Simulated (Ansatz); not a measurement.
# C3H9InO (SMILES C[O][In]([CH3])[CH3]): what the fields show

Input

```
crystal:
  periodic: [false, false, false]
  atoms:
    - {symbol: C, position_ang: [-1.733228, 0.939028, 1.363983]}
    - {symbol: O, position_ang: [-0.694698, 0.010107, 1.366944]}
    - {symbol: In, position_ang: [0.502904, -0.361946, -0.197233]}
    - {symbol: C, position_ang: [-0.006088, 0.844250, -1.894942]}
    - {symbol: C, position_ang: [1.909209, -1.864236, 0.370168]}
    - {symbol: H, position_ang: [-1.574191, 1.703872, 2.137204]}
    - {symbol: H, position_ang: [-1.854402, 1.470498, 0.406146]}
    - {symbol: H, position_ang: [-2.693194, 0.450819, 1.583631]}
    - {symbol: H, position_ang: [0.634050, 0.622333, -2.748212]}
    - {symbol: H, position_ang: [-1.045971, 0.662354, -2.171387]}
    - {symbol: H, position_ang: [0.098241, 1.899157, -1.635537]}
    - {symbol: H, position_ang: [1.700392, -2.161133, 1.397535]}
    - {symbol: H, position_ang: [1.828586, -2.734507, -0.282639]}
    - {symbol: H, position_ang: [2.928371, -1.480588, 0.304330]}
basis:
  gaussian: {orbitals: def2-TZVPP}
hamiltonian: {xc: pbe0, dispersion: d4}
output: {orbitals: {seedname: orbitals}}
```

Launched as:

```sh
ansatz run in.yaml --threads 4 --pin off --events-out ev --progress --plain --max-ram 10444MiB
```

Geometry: PBE0-D4/def2-TZVP; core potentials replace the inner electrons of In.

Computed with RKS PBE0-D4/def2-TZVPP (Ansatz).

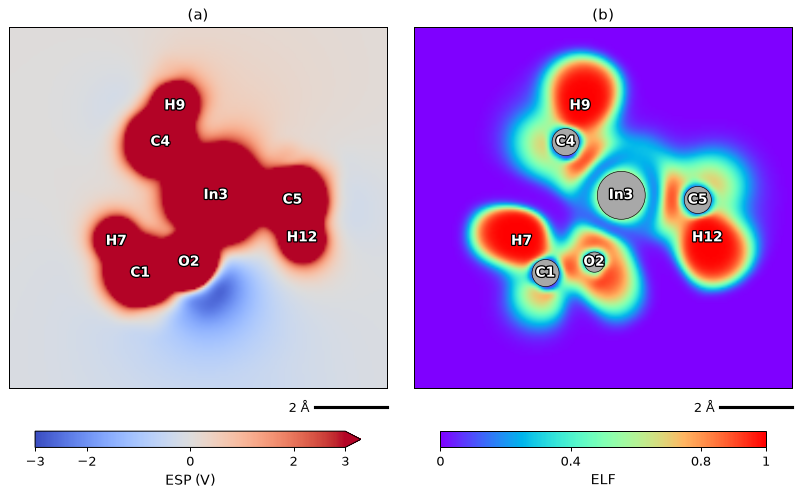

Figure 1. (a) electrostatic potential; (b) ELF on the plane of atoms In3, C4 and H9. Grey discs cover the atomic cores in the ELF map.

Q: Interpret the plot.

A:
- The plane passes through C, O, In and H nuclei.
- C–O (1.39 Å): the ELF peaks at about 0.90 between the atoms (a polar covalent bond).
- In–O (2.00 Å): the ELF peaks at about 0.85 in the valence shell of O, 0.6 Å from its nucleus, and drops to about 0.15 between the two atoms.
- C–In (2.13 Å): the ELF peaks at about 0.90 in the valence shell of C, 0.7 Å from its nucleus, and drops to about 0.20 between the two atoms.
- C–H (1.09 Å): the ELF climbs to about 1 towards the hydrogen, as it does in any bond to H; an ordinary covalent bond to hydrogen.
- The ELF also peaks beside O2, away from the bonds: lone-pair regions.
- Outside the dense part of the molecule the potential is most negative (−2.7 V) near O2.

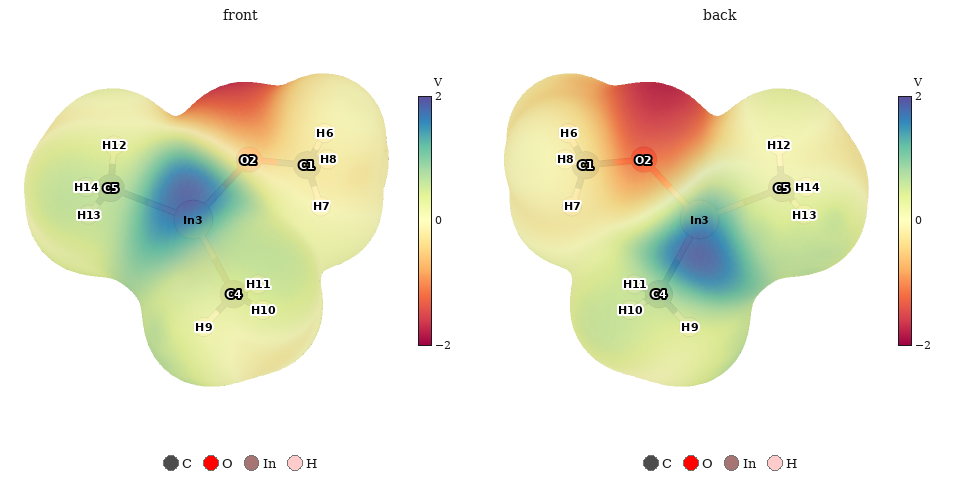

Figure 2. The electrostatic potential painted on the density surface at 0.001 e/bohr³, seen from the front and from behind; red is negative and blue positive.

Q: Where is the surface potential most negative and most positive?

A: The most negative region (about −1.7 V) lies over O2, the most positive (about +1.8 V) over In3. O2 is the likeliest acceptor of a hydrogen bond.

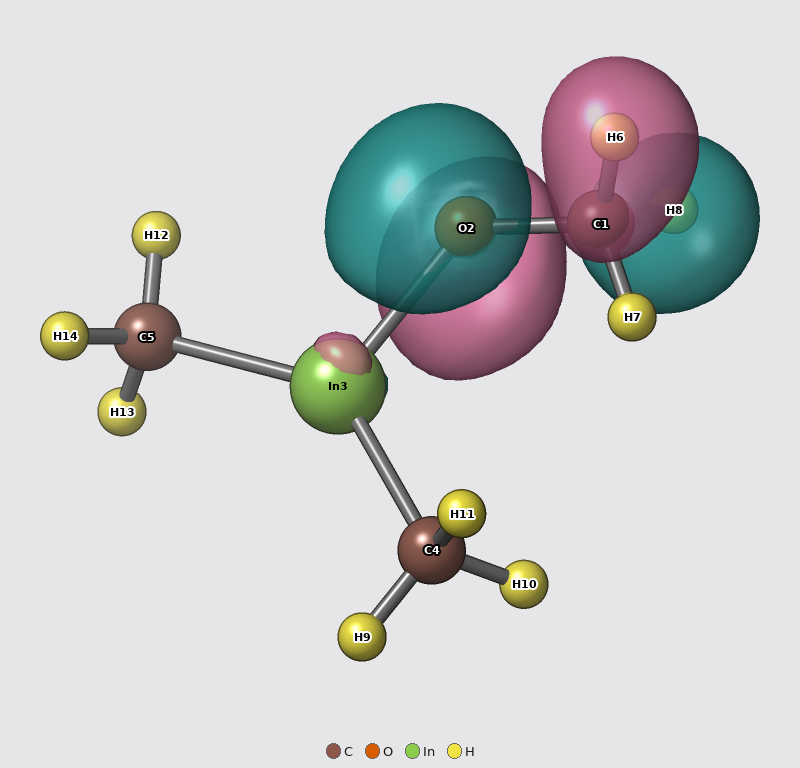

Figure 3. The HOMO at ±0.1 Å⁻³ᐟ² (teal and pink are the two phases), seen at a tilt.

Q: Describe this orbital and give its energy.

A: It lies mainly on O2 (about 65 %), C1 (about 15 %), In3 (about 10 %), H6 (about 5 %) and H8 (about 5 %). Its energy is −6.89 eV.
